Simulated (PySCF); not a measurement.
Molecule: SMILES O=Cc1ccc([SiH3])s1. Atoms near the plane z = 0.0 Å, at the GFN2-xTB optimised geometry (x, y, z in Å): O1 (-2.5, -2.4, 0.0), C2 (-1.3, -2.4, 0.0), C3 (-0.4, -1.3, 0.0), C4 (0.9, -1.3, 0.0), C5 (1.5, 0.0, 0.0), C6 (0.5, 1.0, 0.0), Si7 (0.8, 2.8, 0.0), S8 (-1.1, 0.3, 0.0), H9 (-0.8, -3.4, 0.0), H10 (1.5, -2.2, 0.0), H11 (2.5, 0.2, 0.0), H12 (2.2, 3.1, 0.1).

Computed with CAM-B3LYP/def2-TZVP in PySCF. Cells within 0.4 Å of a nucleus heavier than hydrogen are left out (blank, or x). The values are rescaled to run from 0 to 1.

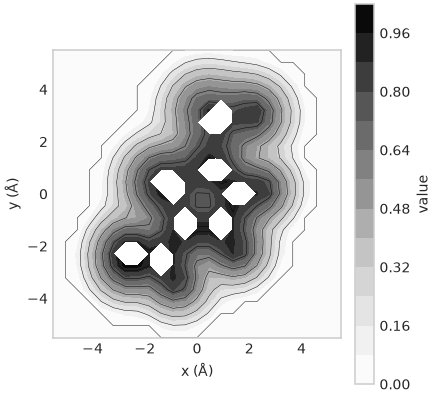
Figure: a field on the plane z = 0.0 Å.

Q: Which quantity is mapped?
A. electron localisation function
B. log10 of the electron density
C. deformation density (molecule minus spherical neutral atoms)
D. an orbital amplitude

A: B, log10 of the electron density. In full: log10 of the electron density (e/bohr³), floored at −4.
